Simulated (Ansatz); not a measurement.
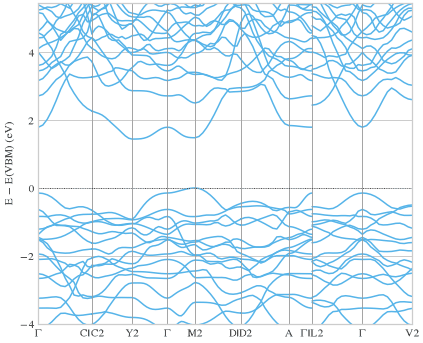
Figure. Band structure from DFT-PBE in the program Ansatz with PAW potentials

The gap is 1.44 eV; an edge lies off the plotted path or next to a special point (maximum at M2, minimum off the standard path).

The material is Y₄S₃N₂ in space group C2/m (No. 12; Pearson symbol mS18).

The first step of the workflow began from a Materials Project structure, measured or hypothetical; the Crystallography Open Database copy checked does not list it. Its standing as an ambient phase is unchecked. The PBE relaxation kept the symmetry of its start; its stability against distortions is not shown here. No spin polarisation was allowed. Scalar-relativistic: spin–orbit coupling is off unless named, which matters more the heavier the elements.

Potentials: the later of the program's two PAW sets.
